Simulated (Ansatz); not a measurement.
**Pressure series in ZnSnN2**

Take ZnSnN₂ (space group Pna2_1, No. 33) as the base.

```
CELL_PARAMETERS angstrom
      5.90561     0.00000     0.00000
      0.00000     6.80455     0.00000
      0.00000     0.00000     5.53722
ATOMIC_POSITIONS crystal
  Zn 0.58297 0.87498 0.99893
  Zn 0.41703 0.12502 0.49893
  Zn 0.91703 0.37498 0.49893
  Zn 0.08297 0.62502 0.99893
  Sn 0.58738 0.37502 0.99933
  Sn 0.41262 0.62498 0.49933
  Sn 0.91262 0.87502 0.49933
  Sn 0.08738 0.12498 0.99933
  N  0.58249 0.37401 0.37828
  N  0.41751 0.62599 0.87828
  N  0.91751 0.87401 0.87828
  N  0.08249 0.12599 0.37828
  N  0.58027 0.87608 0.37345
  N  0.41973 0.12392 0.87345
  N  0.91973 0.37608 0.87345
  N  0.08027 0.62392 0.37345
```

Cell and atoms are relaxed at each pressure.

Levels (all Ansatz, a first-principles code, PAW): PBE (420 eV, without spin-orbit coupling); PBEsol (420 eV, without spin-orbit coupling).

The base cell above is that of PBE; each level relaxes its own structures.

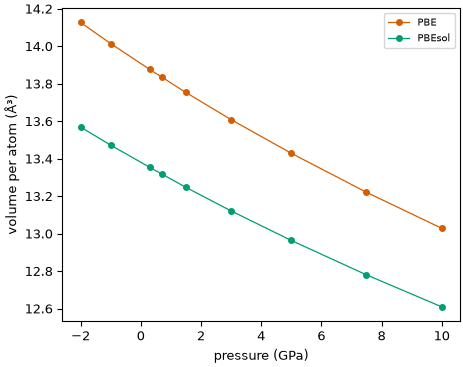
Volume per atom under two levels

Q: How do the two levels compare along the series?

A: PBE lies above PBEsol in every row, by 0.42 Å³ to 0.56 Å³. They put the cases in the same order.

Load acts through the strain it causes; cell and atoms are relaxed under it. Whether these cells are dynamically stable was not tested. Competing high-pressure phases were not computed.
